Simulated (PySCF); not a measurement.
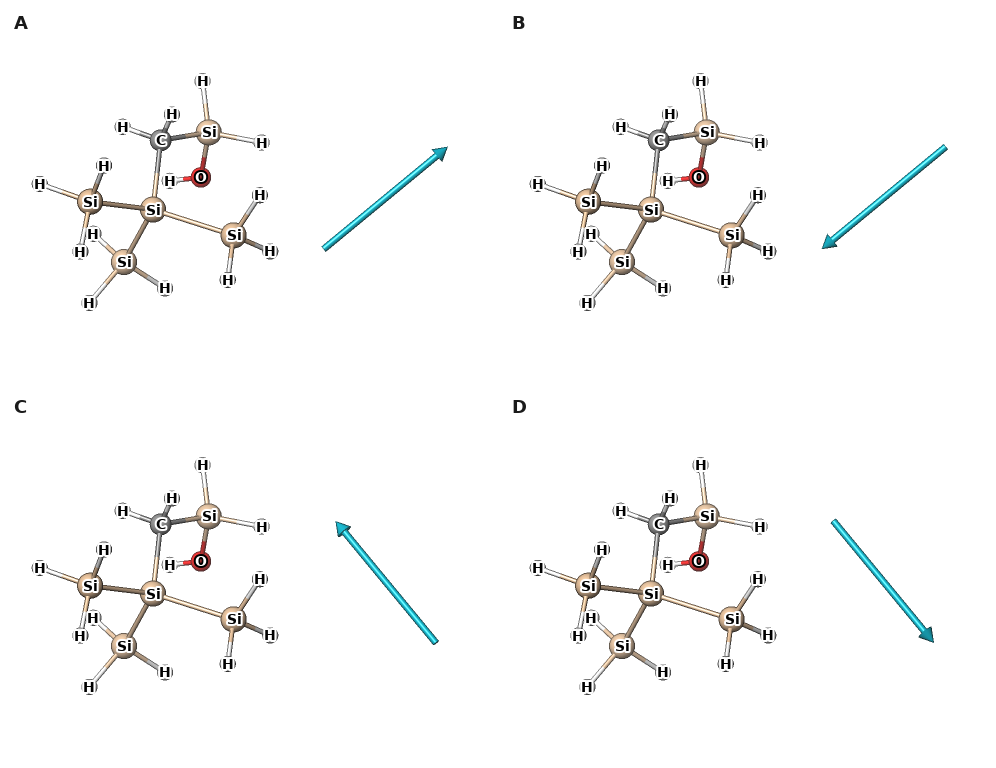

The same molecule four times, each with an arrow. The geometry was computed by an optimisation with GFN2-xTB. No frequency run is at hand to confirm it as a minimum. Level of theory: PBE0/pcSseg-1, gas phase (PySCF 2.14.0).

Question: Which arrow points along the dipole moment, from the negative to the positive end?

Answer: C. The dipole moment is 1.64 D.

The geometry is semi-empirical. Around Si such bond lengths and angles can be off by a tenth of an ångström or more and by several degrees, and values that hang on the shape move with them.
